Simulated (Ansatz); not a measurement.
```yaml
atoms:
  - { symbol: I, position_ang: [0.0001, -0.0001, 0.0000] }
  - { symbol: Cl, position_ang: [2.5732, -0.0276, 0.0036] }
  - { symbol: Cl, position_ang: [0.0275, 2.5731, 0.0084] }
  - { symbol: Cl, position_ang: [-2.5731, 0.0278, -0.0036] }
  - { symbol: Cl, position_ang: [-0.0278, -2.5732, -0.0085] }
```

Geometry: PBE-D4/def2-SVPD; core potentials replace the inner electrons of I.

Computed with Ansatz, RKS PBE0-D4/def2-TZVPD.

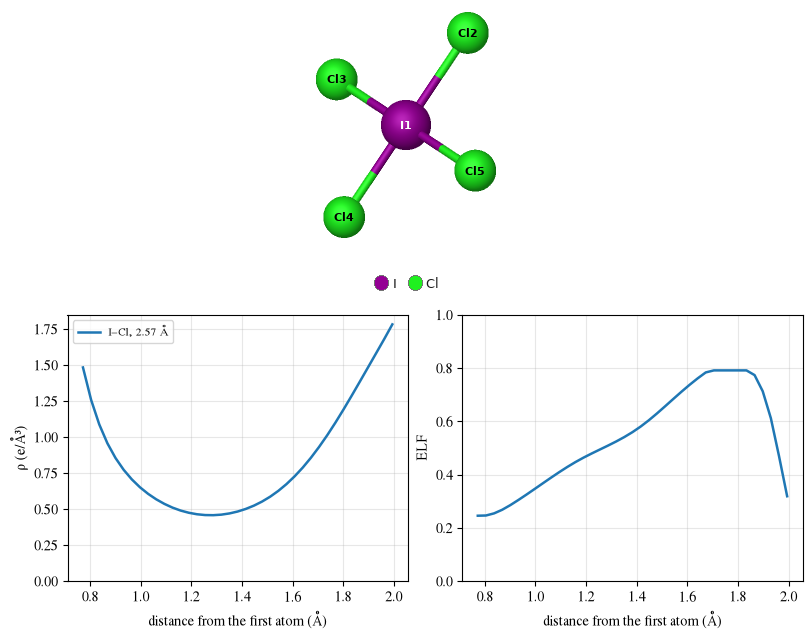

Cl₄I (charge −1). Electron density and electron localisation function along straight lines between neighbouring atoms. The curves leave out the atomic cores. The structure is drawn too.

> What can be read from the curves?

I–Cl (2.57 Å): ρ is about 0.46 e/Å³ halfway; the ELF peaks at about 0.80 in the valence shell of Cl, 0.9 Å from its nucleus, and is about 0.50 at the midpoint.
